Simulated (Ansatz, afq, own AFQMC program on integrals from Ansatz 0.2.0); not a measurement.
# WC (triplet): quantum Monte Carlo beside coupled cluster at distance W1–C2 = 4.630 Å, def2-SVP

Aim: compute WC (triplet) with auxiliary-field quantum Monte Carlo on the same integrals as coupled cluster, and set the energies side by side.

Method: def2-SVP, frozen cores; program: Ansatz 0.2.0, Gaussian basis, and an in-house AFQMC program (afq) on its integrals; all values are calculated.

Plan: PBE (unrestricted); r2SCAN (unrestricted); PBE0 (unrestricted); B3LYP (unrestricted); B2PLYP (unrestricted); CCSD(T) on UHF; CCSDT(Q) on UHF; Phaseless AFQMC, CISD trial on UHF.

7 further runs of the same task are left out: 1 for a known fault of the program, 6 that didn't finish. Runs told in other sessions of the task aren't counted.

### Step 1. What is computed

The geometry derives from a PBE0/def2-TZVP stationary point (not a proven minimum). One bond is set to the value named and the two fragments are kept rigid. No spin-orbit coupling is included. Elements past krypton take def2 core potentials.

2 atoms, charge 0, spin multiplicity 3.

Atoms are counted from 1 here; the program's logs count them from 0.

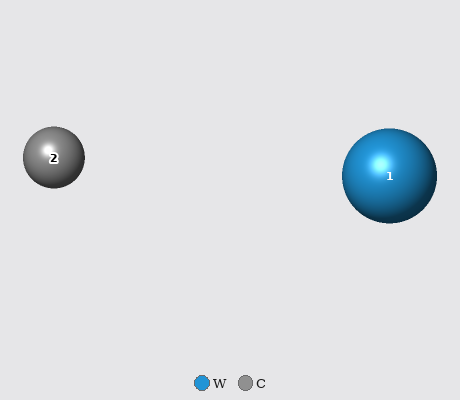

The structure; tungsten blue, carbon grey; atoms are numbered from 1 in the order of the file.

Geometry (Å):

```xyz
2
charge 0, multiplicity 3
W     0.00000    0.00000    0.00000
C     0.00000    0.00000    4.63000
```

### Step 2. PBE (unrestricted)

The input, in.yaml:

```yaml
crystal:
  periodic: [false, false, false]
  atoms:
    - {symbol: W, position_ang: [0.000000, 0.000000, 0.000000]}
    - {symbol: C, position_ang: [0.000000, 0.000000, 4.630000]}
basis:
  gaussian: {orbitals: def2-SVP}
magnetization: {spin_polarized: true, initial_magnetization: 2}
hamiltonian: {xc: {name: PBE}}
output: {orbitals: {seedname: orbitals}}
```

Command:

```
ansatz run in.yaml --threads 1 --pin off --events-out ev --progress --plain --max-ram 1382MiB
```

Standard output, shortened:

```text
Functional definition: PBE
  name "PBE"
  cite "Perdew, Burke & Ernzerhof, Phys. Rev. Lett. 77, 3865 (1996) doi:10.1103/PhysRevLett.77.3865"
  parent pbe
[...]
465 factors; their error is unknown
[...]
mean field -2849.08317179 eV, -104.7018753852 hartree, gradient 1.6e-6 eV, S^2 4.507952; 24 other end points of the search recorded, 0 dependent functions left out
reference -2849.08320436 eV, -104.7018765822 hartree; 11, 9 occupied and 35, 37 virtual orbitals, 465 factors
Total energy: -2849.08320436 eV, -104.7018765822 hartree
```

It took 26 s on 1 thread of AMD EPYC 9R45 (Zen 5), shared host.

From the report: ⟨S²⟩ of the determinant 4.508 (pure triplet: 2.00). The determinant of PBE (⟨S²⟩ 4.51) is far from a pure spin state, so its energy mixes those of several spin states; that is harmless only where they are near-degenerate.

### Step 3. r2SCAN (unrestricted)

Changes to in.yaml since step 2:

```diff
@@ -8,3 +8,2 @@
 magnetization: {spin_polarized: true, initial_magnetization: 2}
-hamiltonian: {xc: {name: PBE}}
-output: {orbitals: {seedname: orbitals}}
+hamiltonian: {xc: {name: r2SCAN}}
```

Launched as before.

Standard output, shortened:

```text
Functional definition: r2SCAN
  name "r2SCAN"
  cite "Furness, Kaplan, Ning, Perdew & Sun, J. Phys. Chem. Lett. 11, 8208 (2020) doi:10.1021/acs.jpclett.0c02405"
  cite "Furness, Kaplan, Ning, Perdew & Sun, J. Phys. Chem. Lett. 11, 9248 (2020) doi:10.1021/acs.jpclett.0c03077"
  parent r2scan
[...]
465 factors; their error is unknown
[...]
mean field -2850.23357255 eV, -104.7441518335 hartree, gradient 1.2e-6 eV, S^2 4.676769; 25 other end points of the search recorded, 0 dependent functions left out
reference -2850.23359061 eV, -104.7441524973 hartree; 11, 9 occupied and 35, 37 virtual orbitals, 465 factors
Total energy: -2850.23359061 eV, -104.7441524973 hartree
```

It took 55 s on 1 thread of AMD EPYC 9R45 (Zen 5), shared host.

From the report: ⟨S²⟩ of the determinant 4.677 (pure triplet: 2.00). The determinant of r2SCAN (⟨S²⟩ 4.68) is far from a pure spin state, so its energy mixes those of several spin states; that is harmless only where they are near-degenerate.

### Step 4. PBE0 (unrestricted)

Changes to in.yaml since step 3:

```diff
@@ -8,2 +8,3 @@
 magnetization: {spin_polarized: true, initial_magnetization: 2}
-hamiltonian: {xc: {name: r2SCAN}}
+hamiltonian: {xc: {name: PBE0}}
+output: {orbitals: {seedname: orbitals}}
```

The command is unchanged.

Standard output, shortened:

```text
Functional definition: PBE0
  name "PBE0"
  cite "Adamo & Barone, J. Chem. Phys. 110, 6158 (1999) doi:10.1063/1.478522"
  cite "Perdew, Burke & Ernzerhof, Phys. Rev. Lett. 77, 3865 (1996) doi:10.1103/PhysRevLett.77.3865"
  parent pbe
[...]
461 factors; integrals over basis functions are off by at most 6.4e-4 eV
[...]
mean field -2848.16174785 eV, -104.6680136801 hartree, gradient 1.3e-6 eV, S^2 4.418034; 15 other end points of the search recorded, 0 dependent functions left out
reference -2848.16177174 eV, -104.6680145581 hartree; 11, 9 occupied and 35, 37 virtual orbitals, 461 factors
Total energy: -2848.16177174 eV, -104.6680145581 hartree
```

Run time: 27 s. Hardware: 1 thread of AMD EPYC 9R45 (Zen 5), shared host.

From the report: ⟨S²⟩ of the determinant 4.418 (pure triplet: 2.00). The determinant of PBE0 (⟨S²⟩ 4.42) is far from a pure spin state, so its energy mixes those of several spin states; that is harmless only where they are near-degenerate.

### Step 5. B3LYP (unrestricted)

Changes to in.yaml since step 4:

```diff
@@ -8,3 +8,2 @@
 magnetization: {spin_polarized: true, initial_magnetization: 2}
-hamiltonian: {xc: {name: PBE0}}
-output: {orbitals: {seedname: orbitals}}
+hamiltonian: {xc: {name: B3LYP}}
```

Launched as before.

Standard output, shortened:

```text
Functional definition: B3LYP
  name "B3LYP"
  cite "Stephens, Devlin, Chabalowski & Frisch, J. Phys. Chem. 98, 11623 (1994) doi:10.1021/j100096a001"
  cite "Becke, Phys. Rev. A 38, 3098 (1988) doi:10.1103/PhysRevA.38.3098"
  cite "Lee, Yang & Parr, Phys. Rev. B 37, 785 (1988) doi:10.1103/PhysRevB.37.785"
  cite "Vosko, Wilk & Nusair, Can. J. Phys. 58, 1200 (1980) doi:10.1139/p80-159"
[...]
461 factors; integrals over basis functions are off by at most 6.4e-4 eV
[...]
mean field -2850.57922860 eV, -104.7568544590 hartree, gradient 3.6e-6 eV, S^2 4.208796; 14 other end points of the search recorded, 0 dependent functions left out
reference -2850.57942081 eV, -104.7568615227 hartree; 11, 9 occupied and 35, 37 virtual orbitals, 461 factors
Total energy: -2850.57942081 eV, -104.7568615227 hartree
```

It took 23 s on 1 thread of AMD EPYC 9R45 (Zen 5), shared host.

From the report: ⟨S²⟩ of the determinant 4.209 (pure triplet: 2.00). The determinant of B3LYP (⟨S²⟩ 4.21) is far from a pure spin state, so its energy mixes those of several spin states; that is harmless only where they are near-degenerate.

### Step 6. B2PLYP (unrestricted)

Changes to in.yaml since step 5:

```diff
@@ -8,2 +8,3 @@
 magnetization: {spin_polarized: true, initial_magnetization: 2}
-hamiltonian: {xc: {name: B3LYP}}
+hamiltonian: {xc: {name: B2PLYP}}
+correlation: {electrons: outside_noble_gas}
```

The command is unchanged.

Standard output, shortened:

```text
Functional definition: B2PLYP
  name "B2PLYP"
  cite "Grimme, J. Chem. Phys. 124, 034108 (2006) doi:10.1063/1.2148954"
  cite "Becke, Phys. Rev. A 38, 3098 (1988) doi:10.1103/PhysRevA.38.3098"
  cite "Lee, Yang & Parr, Phys. Rev. B 37, 785 (1988) doi:10.1103/PhysRevB.37.785"
[...]
461 factors; integrals over basis functions are off by at most 6.4e-4 eV
[...]
mean field -2842.19918741 eV, -104.4488936257 hartree, gradient 1.9e-6 eV, S^2 4.184128; 19 other end points of the search recorded, 0 dependent functions left out
5 core orbitals not correlated: weight in the atoms' cores, before any rotation towards them, 1.000 or more for the frozen orbitals, at most 0.000 for the correlated occupied ones
reference -2842.19930925 eV, -104.4488981032 hartree; 6, 4 occupied and 35, 37 virtual orbitals, 461 factors
second order -3.94086454 eV of doubles, -0.00000000 eV of singles
Total energy: -2843.26334268 eV, -104.4880006104 hartree
```

It took 59 s on 1 thread of AMD EPYC 9R45 (Zen 5), shared host.

From the report: ⟨S²⟩ of the determinant 4.184 (pure triplet: 2.00). The determinant of B2PLYP (⟨S²⟩ 4.18) is far from a pure spin state, so its energy mixes those of several spin states; that is harmless only where they are near-degenerate.

### Step 7. CCSD(T) on UHF

Changes to in.yaml since step 6:

```diff
@@ -8,3 +8,2 @@
 magnetization: {spin_polarized: true, initial_magnetization: 2}
-hamiltonian: {xc: {name: B2PLYP}}
-correlation: {electrons: outside_noble_gas}
+correlation: {method: ccsd_t, electrons: outside_noble_gas, hamiltonian_folder: ham}
```

The command is unchanged.

Standard output, shortened:

```text
Functional definition: HF
  name "HF"
  cite "Fock, Z. Phys. 61, 126 (1930) doi:10.1007/BF01340294"
  parent pbe
[...]
461 factors; integrals over basis functions are off by at most 6.4e-4 eV
[...]
mean field -2828.91823004 eV, -103.9608274443 hartree, gradient 2.1e-10 eV, S^2 4.266520; 94 other end points of the search recorded, 0 dependent functions left out
determinant -2828.91823004 eV, -103.9608274443 hartree, with singles and doubles -2832.91120844 eV, -104.1075666940 hartree
determinant -2828.91254272 eV, -103.9606184393 hartree, with singles and doubles -2832.90847027 eV, -104.1074660681 hartree
determinant -2828.90567587 eV, -103.9603660872 hartree, with singles and doubles -2832.90682795 eV, -104.1074057138 hartree
determinant -2828.89748186 eV, -103.9600649627 hartree, with singles and doubles -2832.90025537 eV, -104.1071641763 hartree
[...]
determinant -2828.84076309 eV, -103.9579805863 hartree, with singles and doubles -2832.87397104 eV, -104.1061982448 hartree
determinant -2828.82954813 eV, -103.9575684443 hartree, with singles and doubles -2832.86825243 eV, -104.1059880897 hartree
determinant -2828.82630035 eV, -103.9574490906 hartree, with singles and doubles -2832.86544521 eV, -104.1058849264 hartree
determinant -2828.82539787 eV, -103.9574159251 hartree, with singles and doubles -2832.86457729 eV, -104.1058530309 hartree
5 core orbitals not correlated: weight in the atoms' cores, before any rotation towards them, 1.000 or more for the frozen orbitals, at most 0.000 for the correlated occupied ones
reference -2828.91823004 eV, -103.9608274443 hartree; 6, 4 occupied and 35, 37 virtual orbitals, 461 factors
second order -3.13266021 eV of doubles, -0.00000000 eV of singles
cycle   1  -4.01314148 eV  change    2.6e-6 eV  update   6.6e-6
perturbative correction -0.12010636 eV, -0.0044138274 hartree
Total energy: -2833.05147788 eV, -104.1127215008 hartree
```

Run time: 26 s. Hardware: 1 thread of AMD EPYC 9R45 (Zen 5), shared host.

From the report: ⟨S²⟩ of the determinant 4.267 (pure triplet: 2.00); correlation -4.1332 eV; T1 0.030; largest double amplitude 0.14. The determinant of CCSD(T) (⟨S²⟩ 4.27) is far from a pure spin state, so its energy mixes those of several spin states; high orders of coupled cluster remove much of that, low ones don't.

This run also writes the integrals to the folder ham.

### Step 8. CCSDT(Q) on UHF

Changes to in.yaml since step 7:

```diff
@@ -8,2 +8,2 @@
 magnetization: {spin_polarized: true, initial_magnetization: 2}
-correlation: {method: ccsd_t, electrons: outside_noble_gas, hamiltonian_folder: ham}
+correlation: {method: ccsdt_q, electrons: outside_noble_gas}
```

The command is unchanged.

Standard output, shortened:

```text
Functional definition: HF
  name "HF"
  cite "Fock, Z. Phys. 61, 126 (1930) doi:10.1007/BF01340294"
  parent pbe
[...]
789 factors; integrals over basis functions are off by at most 1.7e-7 eV
[...]
mean field -2828.91826727 eV, -103.9608288126 hartree, gradient 1.1e-10 eV, S^2 4.266533; 94 other end points of the search recorded, 0 dependent functions left out
determinant -2828.91826727 eV, -103.9608288126 hartree, with singles and doubles -2832.91124953 eV, -104.1075682040 hartree
determinant -2828.91256760 eV, -103.9606193535 hartree, with singles and doubles -2832.90850168 eV, -104.1074672225 hartree
determinant -2828.89752036 eV, -103.9600663777 hartree, with singles and doubles -2832.90029772 eV, -104.1071657323 hartree
determinant -2828.84258197 eV, -103.9580474290 hartree, with singles and doubles -2832.87382606 eV, -104.1061929170 hartree
[...]
determinant -2828.82957268 eV, -103.9575693463 hartree, with singles and doubles -2832.86828405 eV, -104.1059892519 hartree
determinant -2828.82633018 eV, -103.9574501867 hartree, with singles and doubles -2832.86548253 eV, -104.1058862979 hartree
determinant -2828.82542761 eV, -103.9574170180 hartree, with singles and doubles -2832.86461484 eV, -104.1058544107 hartree
5 core orbitals not correlated: weight in the atoms' cores, before any rotation towards them, 1.000 or more for the frozen orbitals, at most 0.000 for the correlated occupied ones
reference -2828.91826727 eV, -103.9608288126 hartree; 6, 4 occupied and 35, 37 virtual orbitals, 789 factors
second order -3.13267232 eV of doubles, -0.00000000 eV of singles
cycle   1  -3.69165198 eV  change   -5.6e-1 eV  update   7.1e-2
[...]
cycle  87  -4.09482009 eV  change    5.4e-9 eV  update   8.2e-7
perturbative correction -0.00628794 eV, -0.0002310777 hartree
Total energy: -2833.01937531 eV, -104.1115417530 hartree
```

Run time: 81 s. Hardware: 1 thread of AMD EPYC 9R45 (Zen 5), shared host; peak memory 0.45 GiB.

From the report: ⟨S²⟩ of the determinant 4.267 (pure triplet: 2.00); correlation -4.1011 eV; T1 0.060; largest double amplitude 0.17. The determinant of CCSDT(Q) (⟨S²⟩ 4.27) is far from a pure spin state, so its energy mixes those of several spin states; high orders of coupled cluster remove much of that, low ones don't.

### Step 9. Phaseless AFQMC, CISD trial on UHF

It reads the integrals that the CCSD(T) run on this determinant wrote.

Command:

```
afq ham --method phaseless --trial cisd --walkers 60 --populations 1 --least-time 40 --time-step 0.005 --steps-per-block 50 --equilibration-blocks 40 --max-blocks 300 --target-error 0.00076 --factor-cut 1e-05 --start spin_pure --seed 6484 --release-times 0.24,0.6,1.2,2,3,4.2 --release-step 0.04 --release-every 4 --taylor-order 6
```

Standard output:

```text
orbitals 41  electrons 6 4  factors 290 of 461
reference energy -103.96082744 Eh
CCSD correlation -0.14748034 Eh in 26 cycles, weight of the determinant in the CISD state 0.8480
energy of the start -104.111820 Eh
 block  time / (1/Eh)  mean weight  energy / Eh
     1     0.250  0.9995  -104.108784
     2     0.500  0.9996  -104.108291
     3     0.750  0.9999  -104.108644
     4     1.000  1.0005  -104.109287
     5     1.250  0.9987  -104.109293
     6     1.500  1.0009  -104.109098
     7     1.750  0.9999  -104.110545
     8     2.000  0.9986  -104.110051
     9     2.250  1.0011  -104.111588
    10     2.500  1.0005  -104.112092
    11     2.750  0.9991  -104.111840
    16     4.000  1.0024  -104.112715
    21     5.250  1.0004  -104.115410
    26     6.500  1.0008  -104.111281
    31     7.750  1.0007  -104.111553
    36     9.000  0.9998  -104.109975
    41    10.250  1.0009  -104.111963
    46    11.500  0.9985  -104.111206
    51    12.750  0.9991  -104.112117
    56    14.000  0.9847  -104.111157
    61    15.250  1.0005  -104.111695
    66    16.500  1.0012  -104.112927
    71    17.750  0.9990  -104.108115
    76    19.000  0.9984  -104.108913
    81    20.250  0.9985  -104.109673
    86    21.500  0.9987  -104.109735
    91    22.750  0.9984  -104.109444
    96    24.000  1.0013  -104.111461
   101    25.250  0.9980  -104.108661
   106    26.500  1.0009  -104.109953
   111    27.750  0.9999  -104.111897
   116    29.000  1.0016  -104.112766
   121    30.250  1.0010  -104.113587
   126    31.500  1.0005  -104.112289
   131    32.750  0.9997  -104.111782
   136    34.000  1.0012  -104.112093
   141    35.250  1.0009  -104.111160
   146    36.500  0.9999  -104.109282
   151    37.750  0.9976  -104.107057
   156    39.000  1.0009  -104.108265
   161    40.250  0.9950  -104.109205
   166    41.500  0.9995  -104.110794
   171    42.750  1.0025  -104.119021
   176    44.000  1.0013  -104.108550
   181    45.250  0.9984  -104.107309
   186    46.500  1.0005  -104.106398
   191    47.750  0.9985  -104.110415
   196    49.000  0.9999  -104.113162
blocks merged  error / Eh  count
     1  0.000206  160
     2  0.000256  80
     4  0.000316  40
     8  0.000375  20
    16  0.000402  10
released: time / (1/Eh)  energy / Eh  error  mean overlap
  0.24  -104.110991  0.000425  0.9870
  0.60  -104.110534  0.000507  0.9648
  1.20  -104.111317  0.000458  0.9743
  2.00  -104.112860  0.001051  0.9741
  3.00  -104.112395  0.000984  0.9405
  4.20  -104.110039  0.001211  1.0642
energy -104.110817 +/- 0.000375 Eh
```

Wall time 2.6 min (1 thread of AMD EPYC 9R45 (Zen 5), shared host).

Energy -2832.9997 ± 0.0102 eV. Caveats: constraint bias not in the error.

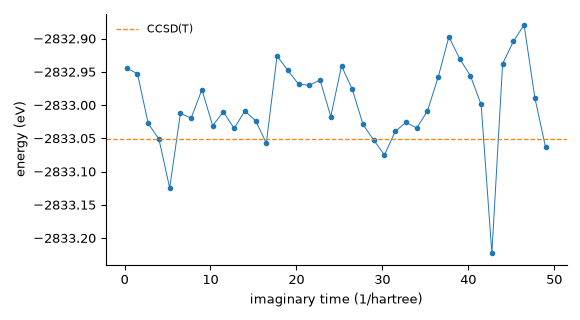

Block energies along the walk.

### Step 10. AFQMC on the ladder

On the UHF determinant, counted from CCSDT(Q) (a yardstick, not exact):

```tsv
level	energy (eV)	from CCSDT(Q) (kcal/mol)	statistical error (kcal/mol)	time
HF	-2828.9182	+94.57		
MP2	-2832.0509	+22.33		
CCSD	-2832.9314	+2.03		
CCSD(T)	-2833.0515	-0.74		
CCSDT(Q)	-2833.0194	0.00		
Phaseless AFQMC, CISD trial, step 0.005, 60 walkers	-2832.9997	+0.45	0.24	2.6 min
```

The functionals' totals stand on their own zeros and serve differences with other points: PBE -2849.083 eV; r2SCAN -2850.234 eV; PBE0 -2848.162 eV; B3LYP -2850.579 eV; B2PLYP -2843.263 eV.

### Step 11. Results

| quantity | value |
| --- | --- |
| CCSD(T) on UHF from CCSDT(Q) | -0.74 kcal/mol |
| Phaseless AFQMC, CISD trial on UHF from CCSDT(Q) | +0.45 ± 0.24 kcal/mol |

What this shows: On UHF the phaseless walk with the CISD trial lies +0.45 kcal/mol from CCSDT(Q), within three error bars. Error bars are statistical and leave out the constraint, the time step and what remains of the start. W carries a core potential, and spin-orbit coupling is left out.
